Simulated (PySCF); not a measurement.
# C2H10AlBO: electronic excitations and core binding energies

Aim: predict the electronic excitations and core binding energies of C2H10AlBO (`BC[O+](C)[AlH3-]`).

The runs use PySCF 2.14.0, with density-fitted response routines of our own; the level of theory stands in each step. All values are computed, except where a source is named. Atoms count from 0, in the outputs and in this text.

## 1. The starting structure

15 atoms, charge 0, multiplicity 1; geometry from: GFN2-xTB.

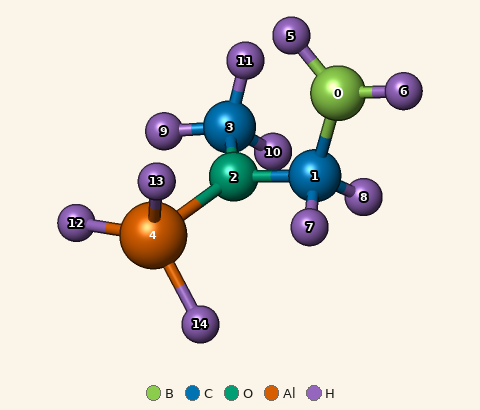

As it starts; boron green, carbon blue, oxygen teal, aluminium orange, hydrogen purple, atoms numbered.

## 2. Ultraviolet spectrum: CAM-B3LYP/def2-SVPD

Job settings and geometry (Å):

```
{"job": {"kind": "uv", "xc": "CAM-B3LYP", "basis": "def2-SVPD", "nstates": 8, "ntriplets": 3}, "charge": 0, "multiplicity": 1}
B     -1.789840    -0.415902    -0.911517
C     -0.435870    -0.924804    -0.315200
O      0.377711     0.046038     0.350136
C     -0.083692     0.420835     1.624497
Al     1.732670     0.667006    -0.766971
H     -2.111809     0.698901    -0.800372
H     -2.466205    -1.188059    -1.464671
H      0.183088    -1.237269    -1.171875
H     -0.518788    -1.814278     0.323868
H      0.598623     1.188738     1.986462
H     -0.069661    -0.436437     2.305665
H     -1.098873     0.822576     1.569669
H      2.377718     1.668302     0.262977
H      0.860165     1.233405    -1.959196
H      2.440349    -0.721061    -1.055384
```

Level: TDDFT CAM-B3LYP/def2-SVPD, vertical, gas phase, core orbitals frozen in the response.

Started as:

```bash
$ OMP_NUM_THREADS=1 python probes_run.py task.json out
```

This one command runs all jobs of the session in turn.

What it wrote:

```text
coarse grid: 12168 points
cycle   1  E = -424.2661539102  dE =  2.951e-01  |g| = 4.246e-01  |ddm| = 5.577e+00
cycle   2  E = -424.2725367955  dE = -6.383e-03  |g| = 4.509e-01  |ddm| = 9.382e-01
cycle   3  E = -424.3074104939  dE = -3.487e-02  |g| = 6.408e-02  |ddm| = 4.182e-01
cycle   4  E = -424.3082068886  dE = -7.964e-04  |g| = 1.398e-02  |ddm| = 1.017e-01
cycle   5  E = -424.3082534675  dE = -4.658e-05  |g| = 4.150e-03  |ddm| = 3.238e-02
cycle   6  E = -424.3082579968  dE = -4.529e-06  |g| = 5.932e-04  |ddm| = 9.009e-03
final grid: 110448 points
cycle   7  E = -424.3823884404  dE = -2.866e-05  |g| = 2.804e-03  |ddm| = 7.833e-02
cycle   8  E = -424.3823889444  dE = -5.039e-07  |g| = 2.636e-03  |ddm| = 9.641e-03
cycle   9  E = -424.3823903577  dE = -1.413e-06  |g| = 3.603e-04  |ddm| = 3.089e-03
cycle  10  E = -424.3823903770  dE = -1.932e-08  |g| = 1.855e-04  |ddm| = 6.269e-04
cycle  11  E = -424.3823903844  dE = -7.361e-09  |g| = 1.801e-05  |ddm| = 2.673e-04
cycle  12  E = -424.3823903845  dE = -1.046e-10  |g| = 4.662e-06  |ddm| = 5.238e-05
converged SCF energy = -424.3823903845

Static polarisability (au): isotropic 74.594, principal 69.614 72.639 81.529

Singlet excitations
state   eV       nm        f      main configurations
  1   5.1108    242.6   0.02578   H->L 0.81, H-1->L 0.10
  2   5.6488    219.5   0.01324   H-1->L 0.75, H->L 0.16
  3   5.8837    210.7   0.00734   H-2->L 0.75, H-1->L 0.13
  4   6.3479    195.3   0.00023   H-4->L 0.78, H-3->L 0.18
  5   6.6775    185.7   0.00876   H->L+2 0.56, H->L+1 0.21, H->L+3 0.09
  6   6.8458    181.1   0.01924   H-1->L+2 0.48, H-1->L+1 0.22, H-1->L+3 0.14
  7   7.2267    171.6   0.07522   H->L+1 0.62, H->L+2 0.28
  8   7.4172    167.2   0.06247   H-1->L+1 0.55, H-1->L+2 0.37

Triplet excitations (Tamm-Dancoff, eV): 4.9253 5.3711 5.5821
```

Run time: 55 s. Hardware: 1 thread of Arm Neoverse N1, shared host; peak memory 0.83 GiB.

The orbitals next to the gap, with their largest atomic shares:

```
orbital      eV                         atoms
 HOMO−3  -11.34   Al4 30 %, O2 15 %, H13 14 %
 HOMO−2  -10.70     O2 39 %, C1 17 %, B0 14 %
 HOMO−1   -8.87  H12 36 %, Al4 35 %, H14 10 %
   HOMO   -8.69  Al4 34 %, H14 26 %, H13 26 %
   LUMO   -0.98     B0 54 %, C1 14 %, H5 11 %
 LUMO+1    0.76    B0 31 %, Al4 16 %, C3 12 %
 LUMO+2    1.29     Al4 51 %, C1 6 %, H13 6 %
```

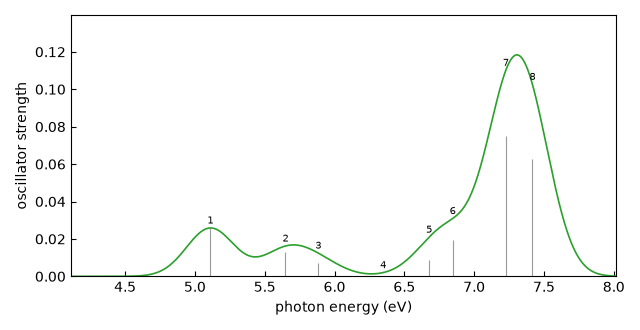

Absorption spectrum from the 8 singlet states computed; above the last one it falls off for lack of states. Lines are broadened to a width of 0.40 eV (Gaussian).

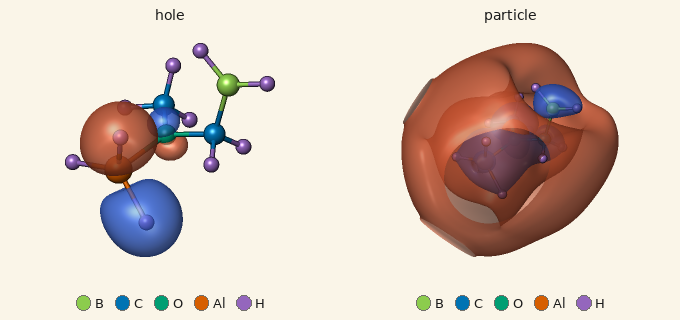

Leading natural transition orbitals of singlet state 7: the electron leaves the hole (left) for the particle orbital (right).

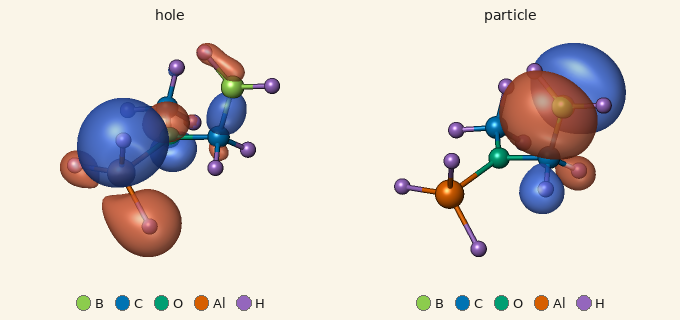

Leading natural transition orbitals of singlet state 1: the electron leaves the hole (left) for the particle orbital (right).

Ground-state properties from the same run:

```
           property  computed
  dipole moment (D)      5.13
polarisability (Å³)     11.05
 HOMO–LUMO gap (eV)      7.72
      −ε(HOMO) (eV)      8.69
```

The fields below are evaluated on a grid from the run's orbitals.

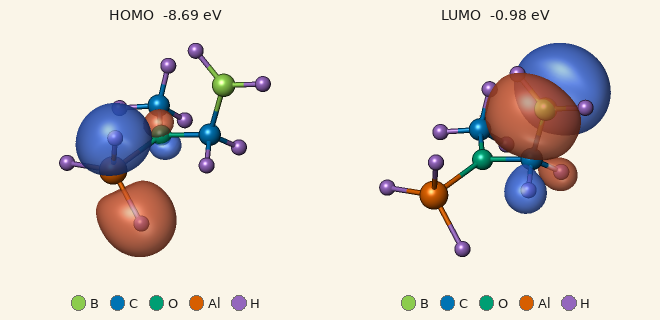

CAM-B3LYP/def2-SVPD orbitals near the gap, drawn at the value that encloses 70 % of each; the two colours are the two signs.

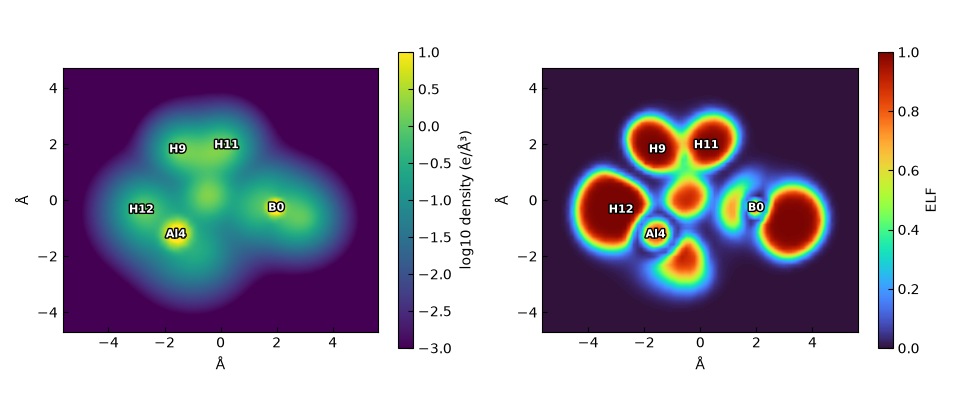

Density (left) and ELF (right) in a plane through or near 5 of the atoms.

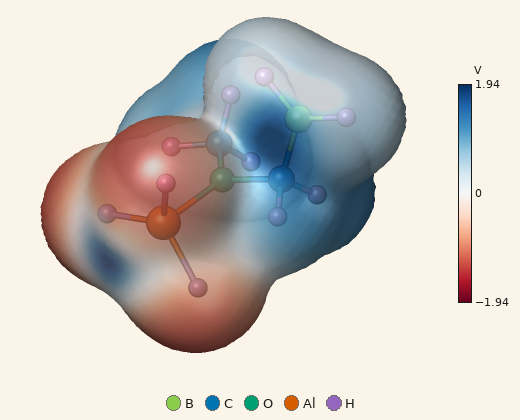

The potential that a unit positive charge feels on the 0.002 e/bohr³ surface, from -1.21 to 1.94 V.

## 3. X-ray photoelectron lines: SCAN, X2C

Same as in step 2 but for these lines:

```diff
@@ -1,2 +1,2 @@
-{"job": {"kind": "uv", "xc": "CAM-B3LYP", "basis": "def2-SVPD", "nstates": 8, "ntriplets": 3}, "charge": 0, "multiplicity": 1}
+{"job": {"kind": "xps"}, "charge": 0, "multiplicity": 1}
 B     -1.789840    -0.415902    -0.911517
```

Method: delta-SCF UKS SCAN, pcX-2 on the ionised atom, pcseg-1 elsewhere, spin-free X2C.

What it wrote:

```text
ground state, core basis on atom 0 (B), 155 functions
  cycle   1  E = -424.97702162  |g| = 4.08e-01
  cycle   2  E = -424.96116210  |g| = 5.39e-01
  cycle   3  E = -425.01597128  |g| = 1.23e-01
  cycle   4  E = -425.01900598  |g| = 2.24e-02
  cycle   5  E = -425.01913015  |g| = 7.16e-03
  cycle   6  E = -425.01914207  |g| = 1.61e-03
  cycle   7  E = -425.01914356  |g| = 3.91e-04
  E(ground) = -425.05894745 Eh
hole in B 1s of atom 0
  cycle   1  E = -417.38181955  |g| = 1.15e+00
  cycle   2  E = -415.56616567  |g| = 1.87e+00
  cycle   3  E = -417.62033307  |g| = 4.57e-01
  cycle   4  E = -417.07994710  |g| = 7.57e-01
  cycle   5  E = -417.73430509  |g| = 2.22e-01
  cycle   6  E = -417.62692492  |g| = 4.27e-01
  cycle   7  E = -417.71372665  |g| = 3.21e-01
  cycle   8  E = -417.75587302  |g| = 2.57e-01
  cycle   9  E = -417.75813945  |g| = 2.35e-01
  cycle  10  E = -417.79622441  |g| = 1.63e-01
  cycle  11  E = -417.81066347  |g| = 1.13e-01
  cycle  12  E = -417.81666921  |g| = 8.31e-02
  cycle  13  E = -417.82251135  |g| = 3.36e-02
  cycle  14  E = -417.82300109  |g| = 2.48e-02
  cycle  15  E = -417.82366247  |g| = 3.49e-03
  cycle  16  E = -417.82350443  |g| = 1.21e-02
  cycle  17  E = -417.82366000  |g| = 3.78e-03
  cycle  18  E = -417.82367201  |g| = 2.14e-03
  cycle  19  E = -417.82367660  |g| = 1.20e-03
  cycle  20  E = -417.82367748  |g| = 6.65e-04
  cycle  21  E = -417.82367788  |g| = 5.78e-04
  cycle  22  E = -417.82367767  |g| = 2.11e-04
  E(ion) = -417.86374245 Eh   <S^2> = 1.4442   hole on atom = 1.000   binding energy = 195.792 eV
ground state, core basis on atom 1 (C), 155 functions
  cycle   1  E = -425.02758779  |g| = 5.61e-02
  cycle   2  E = -425.02759317  |g| = 1.01e-02
  cycle   3  E = -425.02758031  |g| = 1.29e-02
  cycle   4  E = -425.02761499  |g| = 2.04e-03
  cycle   5  E = -425.02761582  |g| = 5.73e-04
  cycle   6  E = -425.02761570  |g| = 4.14e-05
  E(ground) = -425.06620270 Eh
hole in C 1s of atom 1
  cycle   1  E = -413.71197595  |g| = 1.50e+00
  cycle   2  E = -410.23314047  |g| = 2.69e+00
  cycle   3  E = -414.02507118  |g| = 7.15e-01
  cycle   4  E = -414.20013881  |g| = 4.36e-01
  cycle   5  E = -414.26031523  |g| = 1.69e-01
  cycle   6  E = -414.27246457  |g| = 2.79e-02
  cycle   7  E = -414.27289859  |g| = 6.95e-03
  cycle   8  E = -414.27293980  |g| = 3.10e-03
  cycle   9  E = -414.27294974  |g| = 1.70e-03
  cycle  10  E = -414.27295299  |g| = 7.41e-04
  cycle  11  E = -414.27295331  |g| = 3.09e-04
  E(ion) = -414.30999377 Eh   <S^2> = 0.7729   hole on atom = 1.000   binding energy = 292.691 eV
ground state, core basis on atom 2 (O), 155 functions
  cycle   1  E = -425.05648231  |g| = 9.68e-02
  cycle   2  E = -425.05596951  |g| = 6.47e-02
  cycle   3  E = -425.05618845  |g| = 5.63e-02
  cycle   4  E = -425.05672708  |g| = 4.34e-03
  cycle   5  E = -425.05673104  |g| = 4.68e-04
  E(ground) = -425.09338772 Eh
hole in O 1s of atom 2
  cycle   1  E = -404.37364226  |g| = 2.23e+00
  cycle   2  E = -402.96395765  |g| = 2.58e+00
  cycle   3  E = -405.00488166  |g| = 6.45e-01
  cycle   4  E = -405.17142876  |g| = 2.29e-01
  cycle   5  E = -405.19570549  |g| = 8.06e-02
  cycle   6  E = -405.19819076  |g| = 1.08e-02
  cycle   7  E = -405.19824341  |g| = 5.90e-03
  cycle   8  E = -405.19826279  |g| = 1.79e-03
  cycle   9  E = -405.19826514  |g| = 5.57e-04
  cycle  10  E = -405.19826471  |g| = 1.37e-04
  E(ion) = -405.23536043 Eh   <S^2> = 0.7624   hole on atom = 1.000   binding energy = 540.364 eV
ground state, core basis on atom 3 (C), 155 functions
  cycle   1  E = -425.02648539  |g| = 9.23e-02
  cycle   2  E = -425.02428181  |g| = 1.33e-01
  cycle   3  E = -425.02735802  |g| = 1.94e-02
  cycle   4  E = -425.02742600  |g| = 2.30e-03
  cycle   5  E = -425.02742896  |g| = 5.50e-04
  cycle   6  E = -425.02742978  |g| = 7.20e-05
  E(ground) = -425.06571385 Eh
hole in C 1s of atom 3
  cycle   1  E = -413.70036038  |g| = 1.50e+00
  cycle   2  E = -410.84739118  |g| = 2.53e+00
  cycle   3  E = -413.99400960  |g| = 7.49e-01
  cycle   4  E = -414.17523969  |g| = 4.39e-01
  cycle   5  E = -414.24146930  |g| = 1.36e-01
  cycle   6  E = -414.24821134  |g| = 2.36e-02
  cycle   7  E = -414.24852203  |g| = 5.93e-03
  cycle   8  E = -414.24855027  |g| = 2.44e-03
  cycle   9  E = -414.24855528  |g| = 1.59e-03
  cycle  10  E = -414.24855813  |g| = 6.67e-04
  cycle  11  E = -414.24855820  |g| = 2.25e-04
  E(ion) = -414.28618455 Eh   <S^2> = 0.7712   hole on atom = 1.000   binding energy = 293.326 eV
ground state, core basis on atom 4 (Al), 166 functions
  cycle   1  E = -425.09733597  |g| = 2.41e-01
  cycle   2  E = -425.09744190  |g| = 4.35e-02
  cycle   3  E = -425.09746754  |g| = 3.16e-02
  cycle   4  E = -425.09761275  |g| = 1.11e-02
  cycle   5  E = -425.09763482  |g| = 1.49e-03
  cycle   6  E = -425.09763618  |g| = 2.05e-04
  E(ground) = -425.09969342 Eh
hole in Al 1s of atom 4
  cycle   1  E = -366.56541599  |g| = 3.97e+00
  cycle   2  E = -367.06143853  |g| = 1.83e+00
  cycle   3  E = -367.51323299  |g| = 3.31e-01
  cycle   4  E = -367.55793814  |g| = 1.28e-01
  cycle   5  E = -367.56708916  |g| = 3.49e-02
  cycle   6  E = -367.56741562  |g| = 2.10e-02
  cycle   7  E = -367.56755804  |g| = 6.91e-03
  cycle   8  E = -367.56757882  |g| = 1.17e-03
  cycle   9  E = -367.56758006  |g| = 3.20e-04
  E(ion) = -367.57243424 Eh   <S^2> = 0.7520   hole on atom = 1.000   binding energy = 1565.396 eV
hole in Al 2p of atom 4
  cycle   1  E = -421.90070390  |g| = 1.07e+00
  cycle   2  E = -421.99641600  |g| = 7.89e-01
  cycle   3  E = -422.17354137  |g| = 9.48e-02
  cycle   4  E = -422.17627599  |g| = 6.34e-02
  cycle   5  E = -422.17755906  |g| = 3.38e-02
  cycle   6  E = -422.17795379  |g| = 7.28e-03
  cycle   7  E = -422.17797398  |g| = 2.58e-03
  cycle   8  E = -422.17797761  |g| = 2.98e-04
  E(ion) = -422.18614902 Eh   <S^2> = 0.7512   hole on atom = 1.003   binding energy = 79.282 eV
  2p3/2 = 78.907 eV   2p1/2 = 79.412 eV
```

Wall time 2.5 min (1 thread of Arm Neoverse N1, shared host); peak memory 0.64 GiB.

The holes in one table. −ε is the ground-state orbital energy:

```
       hole  stands for                     environment  ΔSCF (eV; 2p as the shell's mean)  −ε (eV)   ⟨S²⟩
  B1s on B0          B0          boron bonded to C, 2 H                  195.79 (doubtful)    180.9  1.444
  C1s on C1          C1       sp3 CH2 bonded to B and O                             292.69    275.6  0.773
  O1s on O2          O2  donor oxygen of a Lewis adduct                             540.36    518.8  0.762
  C1s on C3          C3       methyl carbon bonded to O                             293.33    275.9  0.771
Al1s on Al4         Al4      aluminium bonded to O, 3 H                            1565.40   1516.7  0.752
Al2p on Al4         Al4      aluminium bonded to O, 3 H                              79.08     69.3  0.751
```

Doubtful: the ion did not converge, its hole moved, or its ⟨S²⟩ is well above 0.75.

With the spin-orbit splitting: Al4 2p3/2 78.91, 2p1/2 79.41 eV. The table gives each 2p level as the mean over the whole 2p shell (two parts 2p3/2, one part 2p1/2), which differs a little from the single hole in the log.

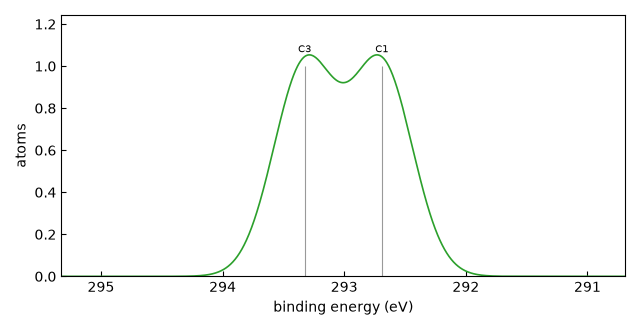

The C1s photoelectron lines, weighted by the number of atoms. Lines are broadened to a width of 0.60 eV (Gaussian).

## 4. What came out

| quantity | value |
| --- | --- |
| lowest singlet (CAM-B3LYP/def2-SVPD) | 5.11 eV (243 nm), f = 0.026 |
| brightest single state of those computed | state 7, 7.23 eV, f = 0.075 |
| lowest triplet | 4.93 eV |
| surface potential, least and greatest | -1.21 V and 1.94 V |
| C1s binding energies, SCAN/pcX-2 | C3 293.33, C1 292.69 eV |
| O1s binding energies, SCAN/pcX-2 | O2 540.36 eV |
| Al1s binding energies, SCAN/pcX-2 | Al4 1565.40 eV |
| Al2p binding energies, SCAN/pcX-2 | Al4 79.08 eV |

In words: The lowest singlet, at 5.11 eV, is HOMO→LUMO 0.81, HOMO−1→LUMO 0.10 and is weak; of the 8 states computed, the strongest absorption comes from state 7 at 7.23 eV (the last state computed is bright too, and its partners may lie past the list). The lowest triplet lies 0.19 eV below the lowest singlet (triplets in Tamm-Dancoff, singlets in full TDDFT). At CAM-B3LYP/def2-SVPD, counted by nearest atom on the grid, the HOMO lies on H13, H14 about 41 % each; Al4 8 %, the LUMO on B0 49 %; H5, H6 about 16 % each. The C1s levels kept as sound span 0.63 eV, from C1 (sp3 CH2 bonded to B and O) up to C3 (methyl carbon bonded to O).
